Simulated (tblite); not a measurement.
# C8H10Si: the cost of one run

Computed with tblite 0.8.0 and PySCF 2.14.0, with density-fitted response routines of our own, on a single molecule, in the gas phase or a continuum. Atoms count from 0, in the outputs and in this text.

### Step 1. The starting structure

19 atoms, charge 0, multiplicity 1; geometry from: force field or distance geometry start.

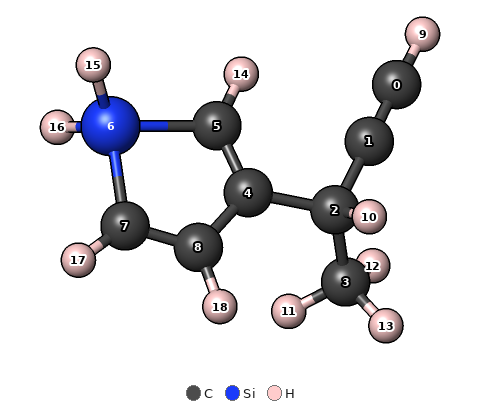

The starting geometry (carbon dark grey, silicon blue, hydrogen pink), atoms numbered; sticks join atoms by distance.

### Step 2. Geometry optimisation with GFN2-xTB

What the job is given:

```
{"job": {"kind": "relax", "xc": "GFN2-xTB", "basis": "xTB"}, "charge": 0, "multiplicity": 1}
C     -2.349700     0.809500     2.018900
C     -1.875300     0.561800     0.928600
C     -1.286900     0.237000    -0.366200
C     -1.847900    -1.065900    -0.845000
C      0.222300     0.203000    -0.225200
C      0.777400     0.435300     0.921900
Si     2.630900     0.310900     0.704700
C      2.367000    -0.069700    -1.070800
C      1.084000    -0.074500    -1.312400
H     -2.790500     1.052900     2.969600
H     -1.605600     1.046700    -1.049000
H     -1.065500    -1.823800    -1.039200
H     -2.516700    -1.527700    -0.063600
H     -2.458300    -0.923300    -1.769700
H      0.359900     0.677200     1.897200
H      3.301000     1.558900     0.975400
H      3.165500    -0.848600     1.434600
H      3.172100    -0.269800    -1.774400
H      0.706400    -0.280600    -2.342900
```

On the command line:

```sh
$ OMP_NUM_THREADS=1 python probes_run.py task.json out
```

This one command runs all jobs of the session in turn.

Q: Estimate the wall time and peak memory of this first job on 1 thread of Arm Neoverse N1, shared host.

About 1.4 s, with a peak of 0.18 GiB.
